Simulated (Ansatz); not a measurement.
**Fields on a plane of NaCl (rock salt)**

```xyz
2
Lattice="0.0000 2.8478 2.8478 2.8478 0.0000 2.8478 2.8478 2.8478 0.0000" Properties=species:S:1:pos:R:3 pbc="T T T"
Cl     0.0000     0.0000     0.0000
Na     2.8478     2.8478     2.8478
```

The slice is a {111} plane (indices of the conventional cell) through the point (0.500, 0.500, 0.500) (fractional), spanned by u = [100] and v = [-1 2 0] in vectors of this cell: u (4.03 Å) and v (6.98 Å, at 90° to u). It covers one period; positions are fractions (u, v).

Atoms on it: Na at (0.00, 0.00); Na at (0.50, 0.50).

Calculation: PBE (plane waves to 420 eV, PAW, scalar-relativistic; Ansatz, a program for electronic structure). k mesh 10×10×10. Inside the PAW spheres the values are not all-electron values, and peaks at nuclei hang on which shells count as valence. NaCl was relaxed with its symmetry unable to fall.

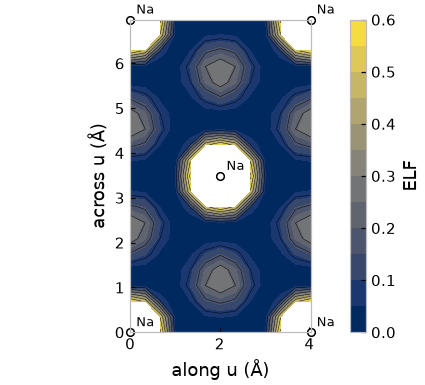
Fig. 1. Electron localisation function (ELF), one period of the plane, atoms marked. Points within 0.5 Å of a nucleus are left white, as the pseudised field means little there.

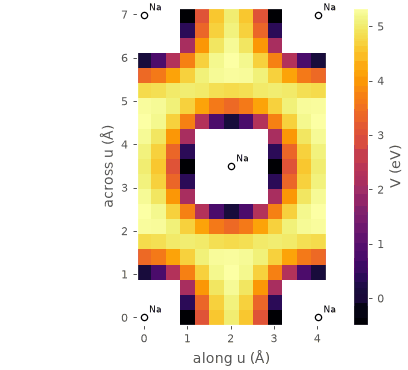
Fig. 1. Electrostatic potential energy of an electron, from the cell's mean, in eV, one period of the plane, atoms marked. Points within 1 Å of a nucleus are left white, as the pseudised field means little there. The zero, the cell's mean, hangs on the PAW cores.
